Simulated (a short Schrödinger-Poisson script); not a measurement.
Structure: MOS inversion layer, HfO2 on p-type Ge(111), at 300 K.

```
layer  material  thickness (nm)  Na (cm⁻³)
-----  --------  --------------  ---------
1          HfO2             4.2          -
2            Ge             270     2.4e18
```

The device is made up for the run: typed textbook-type constants, with dimensions and the other settings drawn at random. HfO2: permittivity 22, conduction-band edge (eV) 1.5, gap (eV) 5.7, electron mass (mₑ) 0.2. Ge: permittivity 16, conduction-band edge (eV) 0, gap (eV) 0.664, Nv at 300 K (cm⁻³) 6e18.

Channel valleys (confinement mass, in-plane density-of-states mass, number): L1 1.59, 0.08, 1; L3 0.09, 0.34, 3. At the gate the conduction-band edge of layer 1 lies 1.69 eV − eVg above the Fermi level of the channel; the field vanishes at the back. Gaps are held at their typed values at every temperature. Mesh 0.03 nm at interfaces.

From a short Schrödinger-Poisson script (our own, NumPy): 1D Poisson equation in equilibrium, electrons quantum, Hartree (BenDaniel-Duke, 12 states a valley, the channel's in-plane mass for all, wave functions ending at the dielectric), parabolic valleys, classical holes, full ionisation, no traps, pinning or gate leakage.

Only gate voltages with over 1e8 electrons/cm² are shown.

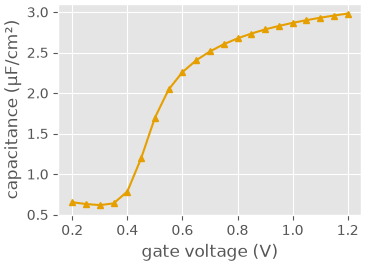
*Quasi-static capacitance against gate voltage*

```tsv
Vg (V)	electrons (cm⁻²)	C (μF/cm²)	L1 E0 (meV)	L1 E1 (meV)	L3 E0 (meV)	L3 E1 (meV)
0.2	1.18e8	0.653	234.3	298.1	367.0	506.3
0.25	5.48e8	0.631	194.0	260.0	331.7	478.0
0.3	2.59e9	0.618	153.4	221.5	295.7	448.5
0.35	1.23e10	0.638	112.8	182.8	259.4	418.3
0.4	5.54e10	0.785	73.0	144.9	223.8	388.2
0.45	2.06e11	1.19	36.9	110.7	191.6	360.8
0.5	5.42e11	1.70	7.3	83.0	165.9	338.7
0.55	1.04e12	2.04	-16.5	61.3	145.9	321.6
0.6	1.65e12	2.26	-36.6	43.4	129.8	307.8
0.65	2.32e12	2.40	-54.4	28.0	116.1	296.2
0.7	3.04e12	2.51	-70.6	14.4	104.4	286.4
0.75	3.81e12	2.60	-85.6	2.3	94.3	278.0
0.8	4.60e12	2.67	-99.6	-8.6	85.4	270.8
0.85	5.42e12	2.73	-112.8	-18.6	77.5	264.6
0.9	6.26e12	2.78	-125.4	-27.8	70.5	259.3
0.95	7.12e12	2.83	-137.5	-36.3	64.2	254.6
1	7.99e12	2.87	-149.2	-44.4	58.4	250.5
1.05	8.88e12	2.90	-160.5	-52.0	53.2	247.0
1.1	9.78e12	2.93	-171.5	-59.2	48.4	243.9
1.15	1.07e13	2.96	-182.3	-66.1	44.0	241.1
1.2	1.16e13	2.98	-192.8	-72.8	39.9	238.7
```

Subbands count from the Fermi level.

Only the L valleys are kept; under strong confinement the Δ valleys of Ge fill too.
